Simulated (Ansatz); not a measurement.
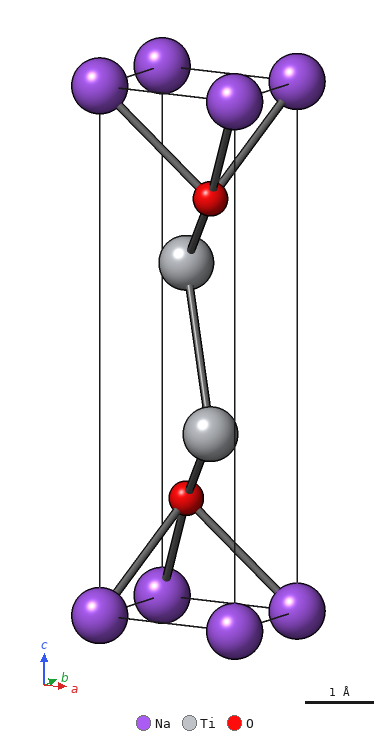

The crystal in a ball-and-stick representation, seen slightly off an axis. The conventional unit cell is drawn as a box.

NaTi₂O₂, CaAl₂Si₂ type, space group P-3m1 (No. 164), a = 2.992 Å, b = 2.992 Å, c = 7.898 Å, α = 90.00°, β = 90.00°, γ = 120.00°. Starting structure: a structure type filled with these elements by a generator (whether the compound takes this form wasn't checked). Earlier steps of the study, as a rule a relaxation of our own, may have changed the cell and positions, so they can lie some per cent off the listed ones. Ansatz was used for an electronic-structure calculation on it.

This one geometry was computed with Ansatz (DFT, plane waves, PAW) at three levels of theory: r2SCAN, PBE and PBE+U (U_eff = 4.00 eV on Ti d).

Which level gives the highest pressure at this volume, and what does that say about its equilibrium volume?

Highest: PBE+U (U_eff = 4.00 eV on Ti d) (3.3 GPa), which points to the largest equilibrium volume. Lowest, with the smallest volume: r2SCAN (-3.2 GPa). Levels within 0.5 GPa of each other can't be told apart.

How does the band gap change with the level of theory?

All levels give a metal.

Collect the results in a table.

| level | cutoff (eV) | k-mesh of the run's cell | gap (eV) | pressure (GPa) |
| --- | --- | --- | --- | --- |
| r2SCAN | 500 | 12×12×6 | metal | -3.2 |
| PBE | 420 | 12×12×6 | metal | 0.0 |
| PBE+U (U_eff = 4.00 eV on Ti d) | 420 | 12×12×6 | metal | 3.3 |

Gaps are taken on the k-mesh or band path of each run.
